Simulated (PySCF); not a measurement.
Cl2Si···HF···HF (SMILES Cl[Si]Cl.F.F)

```yaml
atoms:
  - { symbol: Cl, position_ang: [-1.4929, 0.0533, 1.0859] }
  - { symbol: Si, position_ang: [0.7169, 0.1943, 0.9561] }
  - { symbol: Cl, position_ang: [0.9103, -0.3359, -1.0851] }
  - { symbol: F, position_ang: [-1.6665, 2.3544, -0.6687] }
  - { symbol: H, position_ang: [-1.9018, 1.5401, -0.2298] }
  - { symbol: F, position_ang: [0.5177, 2.2670, 0.4088] }
  - { symbol: H, position_ang: [-0.2930, 2.4483, -0.0920] }
```

Geometry: PBE0-D3(BJ)/def2-SVPD.

Method: PySCF, wB97M-D3(BJ)/def2-TZVPD, SCF density, gas phase.

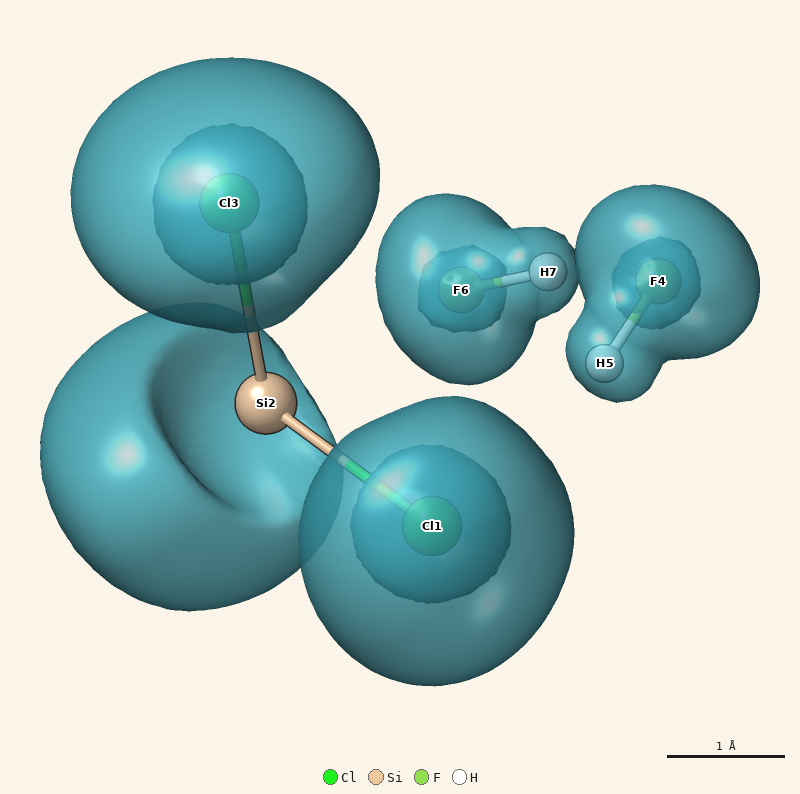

Figure 1. Isosurface of the ELF at 0.75 (cyan), seen at an oblique angle. Core shells and regions of very low density are left out.

> Where are the electrons localised?

The ELF exceeds this value in two regions on Cl in which the atom's valence shell and bonds are merged, one lobe on Si, pointing away from the bonds (lone pairs) and two joined regions spread over several atoms (F, H), in which their bonds and any lone pairs are merged.


F4···H7 (1.49 Å): the ELF dips to about 0.20 between them (a closed-shell contact with the geometry of a hydrogen bond). Si–Cl (2.12 Å): the ELF peaks at about 0.85 between the atoms, as expected for a polar covalent bond.

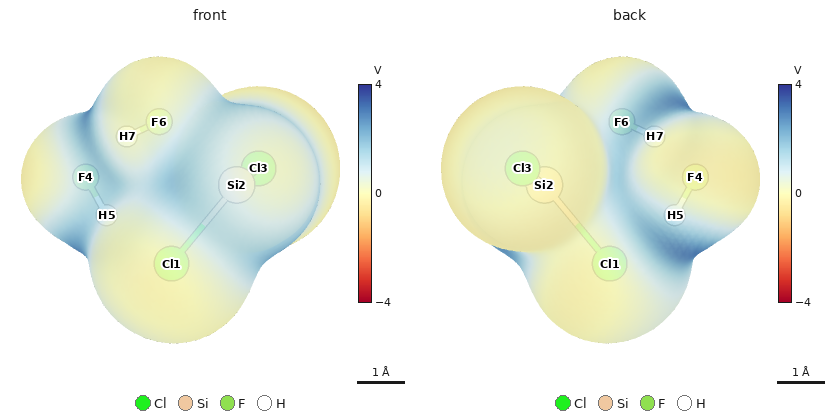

Figure 2. The electrostatic potential painted on the density surface at 0.004 e/bohr³, seen from the front and from behind; the colour scale runs from red (negative) to blue (positive).

> Where is the surface potential most negative and most positive?

The most negative region (about −0.3 V) lies over Cl3 and F4, the most positive (about +2.9 V) over H5 and H7. Cl3 shows a σ-hole: about +0.3 V at the tip opposite its bond, against about −0.2 V on its flanks.

> How polar is the complex by this calculation?

Its dipole moment is 0.92 D.

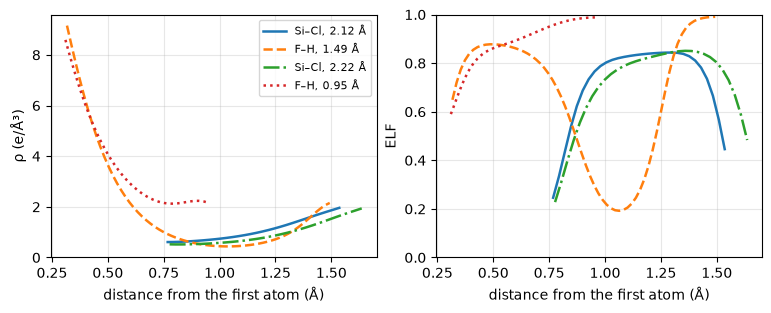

Figure 3. Total electron density and ELF along straight lines between neighbouring atoms. The curves leave out the atomic cores.

> What kind of bonding do the profiles show?

Si–Cl (2.12 Å): ρ at the midpoint is about 0.81 e/Å³; the ELF peaks at about 0.85 between the atoms (a polar covalent bond).
F4···H7 (1.49 Å): the density falls to about 0.44 e/Å³ on the way; the ELF dips to about 0.20 between them (a closed-shell contact with the geometry of a hydrogen bond).
Si–Cl (2.22 Å): ρ is about 0.67 e/Å³ halfway, with its minimum of 0.52 e/Å³ about 0.8 Å from Si; the ELF peaks at about 0.85 between the atoms (a shared but strongly polarised pair).
F–H (0.95 Å): ρ is about 4.4 e/Å³ halfway; the ELF climbs to about 1 towards the hydrogen, as it does in any bond to H; a covalent bond by its length.
